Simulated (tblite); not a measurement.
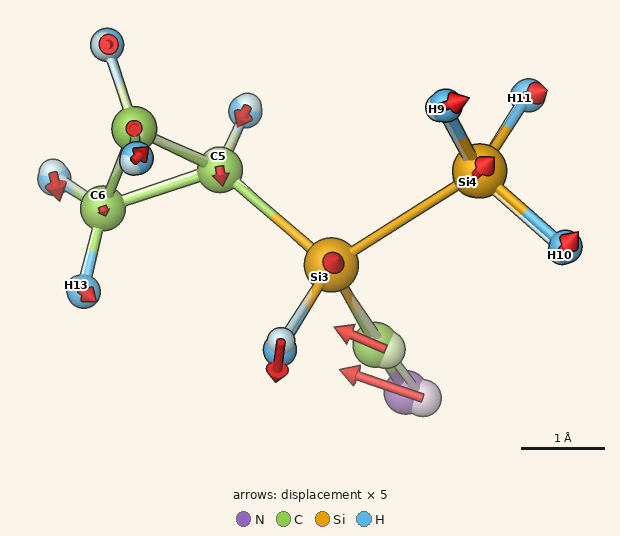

This is a relaxation of C₄H₉NSi₂. The starting structure is drawn faded, the final one solid; red arrows show the displacements, magnified 5 times. The two geometries are superimposed by the best rigid fit.

The picture is a ball-and-stick view, seen from a free direction.

Level of theory: tblite, GFN2-xTB geometry optimisation, gas phase. 

**Which element moves most?**

Nitrogen: up to 0.22 Å, against 0.15 Å for hydrogen.

**What happened in the run?**

The N atom moves most after the best rigid fit: 0.22 Å. Largest moves by element: N 0.22 Å, H 0.15 Å, C 0.14 Å, Si 0.09 Å. Near-neighbour distances that change, for instance: H–Si 1.499 → 1.466 Å, Si–Si 2.295 → 2.317 Å, C–N 1.158 → 1.146 Å, H–Si 1.474 → 1.463 Å. Among the angles between lasting bonds that change: C–Si–C 112.6° → 104.7°, Si–Si–H 109.4° → 117.1°, C–Si–H 110.1° → 102.6°. After 50 geometry steps the energy has fallen by 0.137 eV.
